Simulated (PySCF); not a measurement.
Consider C5H7OSi (SMILES [SiH2]OC1=CCC=C1) (doublet).

```xyz
14

Si    3.0321    0.2183   -0.0277
O     1.7236   -0.6604   -0.4425
C     0.4089   -0.3895   -0.3236
C    -0.1907    0.7029    0.1774
C    -1.6715    0.5296    0.0911
C    -1.8110   -0.8204   -0.5328
C    -0.6007   -1.3390   -0.7660
H     3.1085    0.4243    1.4114
H     3.1240    1.4461   -0.8045
H     0.2875    1.5752    0.5822
H    -2.1394    1.3052   -0.5198
H    -2.1457    0.5679    1.0746
H    -2.7638   -1.2696   -0.7439
H    -0.3624   -2.2910   -1.2031
```

Geometry: GFN2-xTB.

These are results of UKS B3LYP, pcH-1 on C H O Si, non-relativistic, mean-field spin-orbit, GIAO (PySCF), not measurements.

**Predict the electron density, electron localisation function and spin density between the atoms.**

C–C (1.34 Å): ρ is about 2.2 e/Å³ halfway; the ELF peaks at about 0.95 between the atoms (a short, multiple covalent bond).
C–O (1.35 Å): the density is about 2.2 e/Å³ at the midpoint, with its minimum of 1.8 e/Å³ about 0.5 Å from C; the ELF peaks at about 0.85 between the atoms; a polar covalent bond.
Si–O (1.63 Å): ρ at the midpoint is about 1.2 e/Å³; the ELF peaks at about 0.85 between the atoms; a polar covalent bond.
C–H (1.07 Å): ρ is about 2 e/Å³ halfway; the ELF climbs to about 1 towards the hydrogen, as it does in any bond to H; a covalent bond by its length.
The unpaired spin (1 electron) lies mostly on Si1 (about 0.8), in electrons by Hirshfeld's partition.

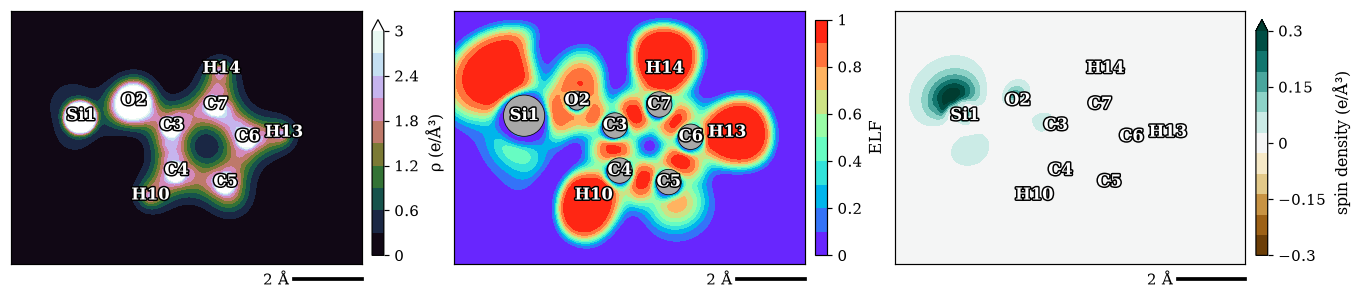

Computed electron density, electron localisation function and spin density on the plane of atoms C6, C7 and H14, in this order. Grey discs cover the atomic cores in the ELF map. 
